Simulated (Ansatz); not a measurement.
# FGeH$_{3}$···F (doublet): what the fields show

Input file:

```
crystal:
  periodic: [false, false, false]
  atoms:
    - { symbol: Ge, position_ang: [0.077972, 0.0, -0.036373] }
    - { symbol: F, position_ang: [0.675405, 0.0, 1.570843] }
    - { symbol: H, position_ang: [1.323495, 0.0, -0.93529] }
    - { symbol: H, position_ang: [-0.756252, 1.278305, -0.198873] }
    - { symbol: H, position_ang: [-0.756252, -1.278305, -0.198873] }
    - { symbol: F, position_ang: [-0.562767, 0.0, 3.549967] }
magnetization:
  spin_polarized: true
  initial_magnetization: 1
basis:
  gaussian: { orbitals: def2-SVP }
hamiltonian:
  xc: pbe0
relax:
  f_tol: 0.03
  max_steps: 50
output:
  orbitals: {}
```

Launched as:

```sh
ansatz run input.yaml --threads 2 --pin off --max-ram 3072MiB --backend cpu --events-out ev --progress --plain --runs-dir out
```

The fields are those of the run's last geometry, not of the input's.

These are results of Ansatz, UKS PBE0/def2-SVP, not measurements.

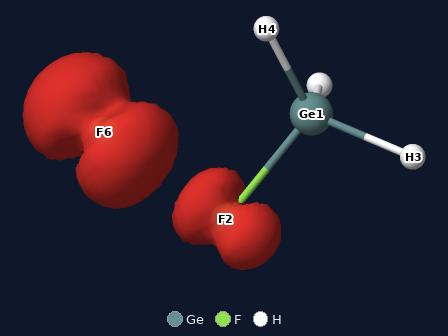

Figure 1. Isosurface of the spin density at +0.03 e/Å³ (red), seen at a tilt.

Q: Which atoms carry the spin?

A: The unpaired spin (1 electron) lies mostly on F6 (about 0.9) and F2 (about 0.1), in electrons by Hirshfeld's partition.

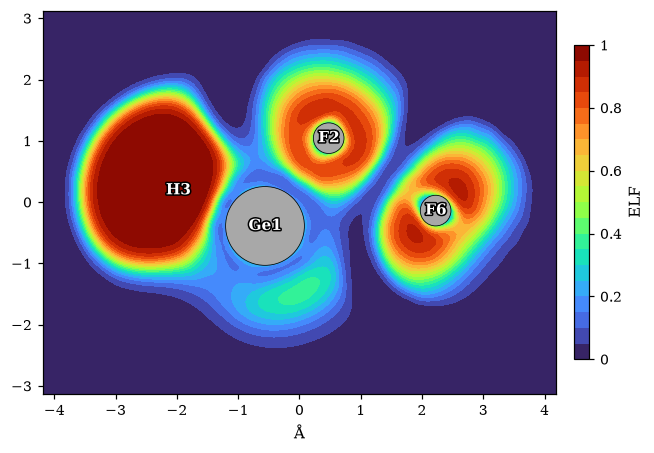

Figure 2. ELF on the plane of atoms F2, Ge1 and H3. Grey discs cover the atomic cores.

Q: Read the bonding off the picture.

A:
- Atoms in the plane: Ge, F and H.
- F2···F6 (2.11 Å): the ELF dips to about 0.10 between them.
- Ge–F (1.77 Å): the ELF peaks at about 0.80 in the valence shell of F, 0.5 Å from its nucleus, and is about 0.25 at the midpoint.
- Ge–H (1.54 Å): the ELF climbs to about 1 towards the hydrogen.
- The ELF also peaks beside F2, away from the bonds: non-bonding electrons, paired or unpaired.

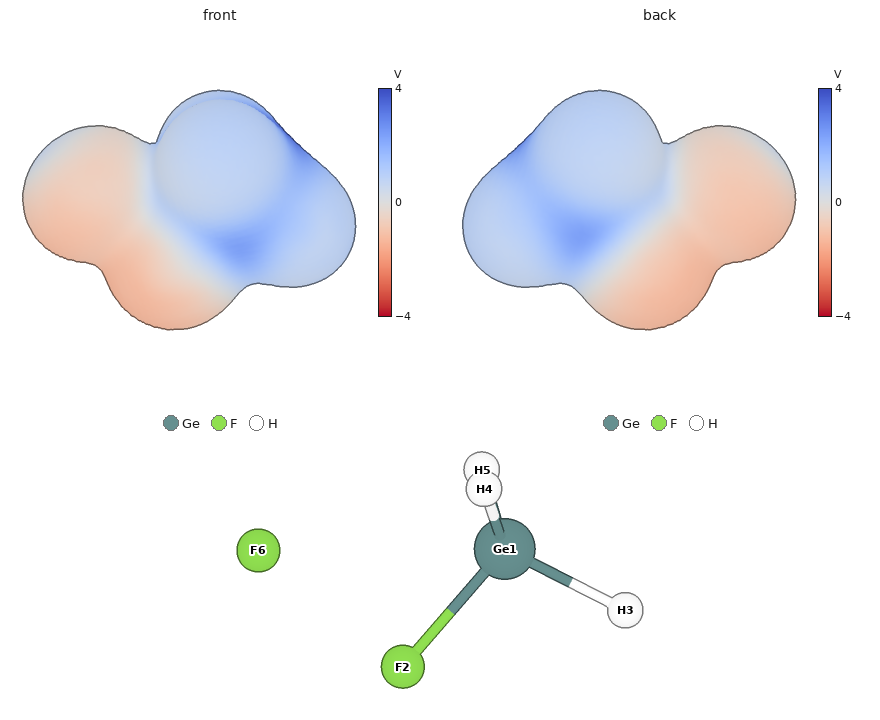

Figure 3. The molecular electrostatic potential painted on the density surface at 0.004 e/bohr³, seen from the front and from behind; the colour scale runs from red (negative) to blue (positive). The bare structure is drawn below in the same view.

Q: Where is the surface potential most negative and most positive?

A: The most negative region (about −1.3 V, or −30 kcal/mol for a unit charge) lies over F2, the most positive (about +3.2 V, or +74 kcal/mol for a unit charge) over Ge1.
